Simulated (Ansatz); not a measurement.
# Calculations on WH2OCl3F3

## 1. Relaxation

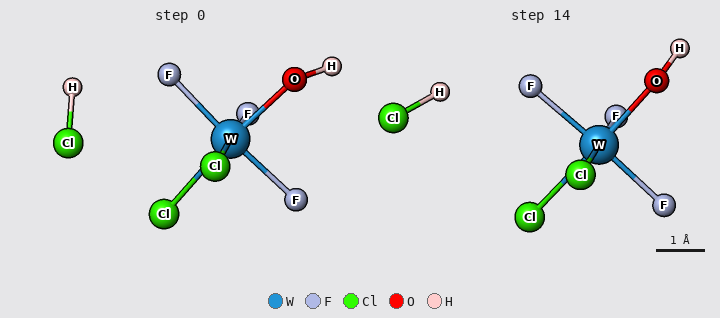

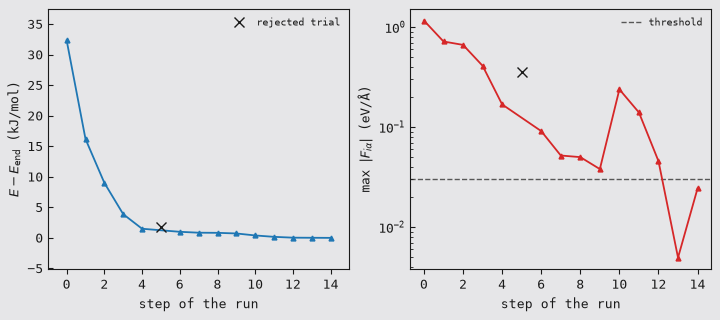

First and last geometry of a relaxation of WH$_{2}$OCl$_{3}$F$_{3}$, with the history of the run. A ball-and-stick model, seen at a tilt.

The run prepares an end point of a later path (reaction) calculation, from a guessed geometry.

Method: RKS PBE/def2-SVP in Ansatz.

Input file:
```yaml
crystal:
  periodic: [false, false, false]
  atoms:
    - { symbol: W, position_ang: [0.032519, 0.048581, -0.201456] }
    - { symbol: F, position_ang: [0.160119, -0.029107, 1.6579] }
    - { symbol: Cl, position_ang: [2.297113, 0.128348, -0.510681] }
    - { symbol: O, position_ang: [-0.103036, 1.930151, -0.128602] }
    - { symbol: H, position_ang: [-0.836657, 2.510242, -0.408884] }
    - { symbol: F, position_ang: [-1.853116, 0.088761, 0.026277] }
    - { symbol: Cl, position_ang: [-0.225519, -2.226825, -0.477034] }
    - { symbol: F, position_ang: [-0.250987, 0.197368, -2.058735] }
    - { symbol: Cl, position_ang: [2.072041, -2.090338, 1.884384] }
    - { symbol: H, position_ang: [1.246423, -1.49078, 2.744631] }
basis:
  gaussian: { orbitals: def2-SVP }
hamiltonian:
  xc: pbe
relax:
  f_tol: 0.03
  max_steps: 50
```

Command:
```bash
ansatz run input.yaml --threads 4 --pin off --max-ram 5120MiB --backend cpu --events-out ev --progress --plain --runs-dir out
```

What do the curves and the structures tell?

Answer. It converged. The atom that moves furthest after the best rigid fit is Cl9 (0.92 Å). By element the largest moves are Cl 0.92 Å, H 0.46 Å, F 0.25 Å, W 0.23 Å, O 0.05 Å. Near-neighbour distances that change, for instance: Cl9–H10 1.335 → 1.301 Å, W1–F2 1.865 → 1.896 Å, W1–F8 1.885 → 1.871 Å, W1–O4 1.888 → 1.878 Å. Bond angles that change, for instance: F2–W1–Cl7 94.9° → 88.1°, O4–W1–F8 87.1° → 92.1°, F2–W1–Cl3 93.9° → 90.4°. Over 13 accepted moves (14 points after the start) the energy falls by 32.3 kJ/mol. Largest force component: 1.2 eV/Å at the start, 0.024 eV/Å at the end. The line search rejected the trial step at point 5 of the run.

## 2. Relaxation

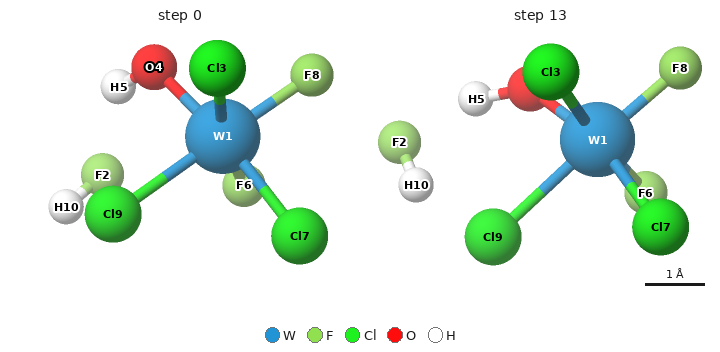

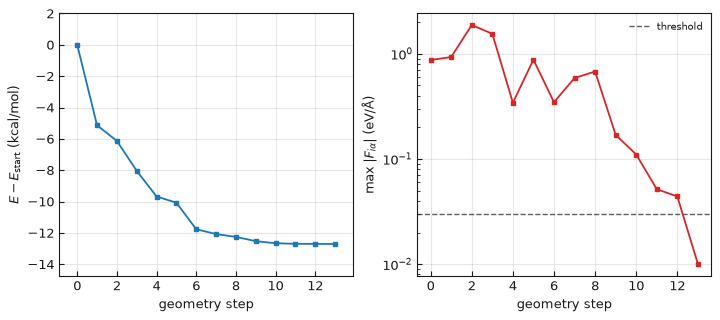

First and last geometry of a relaxation of WH₂OCl₃F₃, with the history of the run. The picture is a ball-and-stick view, seen from a free direction.

The run prepares an end point of a later path (reaction) calculation, from a guessed geometry.

All numbers below come from Ansatz, RKS PBE/def2-SVP. Settings: no spin polarisation; force threshold 0.03 eV/Å; at most 50 steps.

Did the run converge, and what did it change?

Answer. It converged. F2 moves most after the best rigid fit: 1.26 Å. Largest moves by element: F 1.26 Å, Cl 0.87 Å, H 0.65 Å, O 0.60 Å, W 0.28 Å. Among the contacts that change: W1–F2 3.088 → 3.808 Å, Cl9–H10 2.564 → 2.008 Å, W1–Cl9 2.383 → 2.433 Å, F2–H10 0.934 → 0.972 Å. Among the angles between lasting bonds that change: W1–O4–H5 120.1° → 136.5°, F6–W1–Cl9 98.2° → 90.5°, O4–W1–Cl9 89.1° → 83.0°. Over 13 geometry steps the energy falls by 12.7 kcal/mol. Largest force component: 0.87 eV/Å at the start, 0.01 eV/Å at the end. Cost: 47 s on 4 threads of Arm Neoverse V1, on a shared host, peak memory 0.25 GiB.

```csv
step,"E − E(0), kcal/mol","largest force component, eV/Å"
0,0.00,0.8721
1,-5.13,0.9316
2,-6.13,1.8801
3,-8.04,1.5478
4,-9.68,0.3426
5,-10.07,0.8779
6,-11.76,0.3468
7,-12.07,0.5885
8,-12.25,0.6780
9,-12.53,0.1696
10,-12.66,0.1103
11,-12.70,0.0517
12,-12.70,0.0440
13,-12.70,0.0101
```

## 3. Path

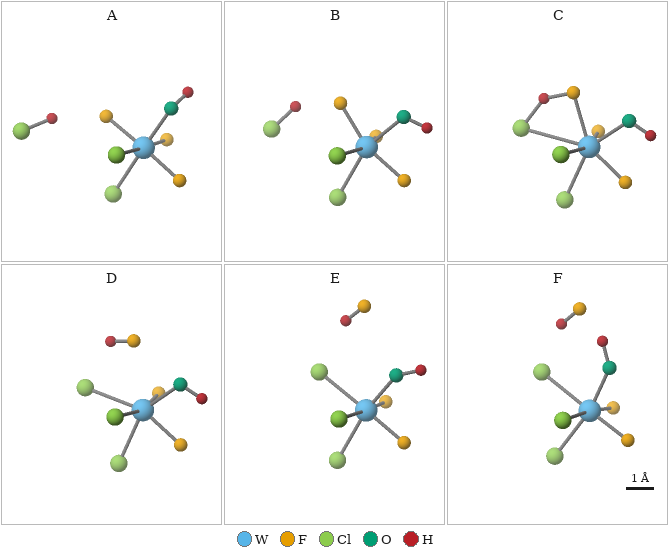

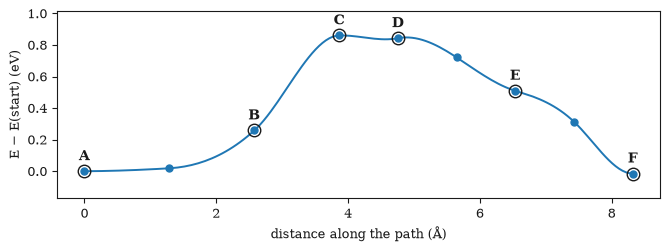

NEB run on WH₂OCl₃F₃. Images are numbered from 0 (start) to 8 (end). Frames A to F are images 0, 2, 3, 4, 6, 8. Style: ball-and-stick. Shown face on.

Theory: Ansatz 0.2.0, RKS PBE/def2-SVP. Set-up: 7 movable images; climbing image; force threshold 0.03 eV/Å; iteration limit 60; starting path through a guess of the saddle point.

### What happens along the path, and what is the barrier?

The energy climbs by 0.86 eV to image 3 and then falls by 0.88 eV, so the end point sits at −0.02 eV. Breaking: Cl–H (1.30 → 2.01 Å), F–W (1.90 → 3.81 Å). Forming: F–H (2.02 → 0.97 Å), Cl–W (4.58 → 2.43 Å). The band is converged. At the top, the vibrational analysis gives one imaginary mode (255i cm⁻¹), as a transition state must have.

Cost: 14 min on 4 threads of Arm Neoverse V1, with other jobs on the host, peak memory 0.29 GiB.
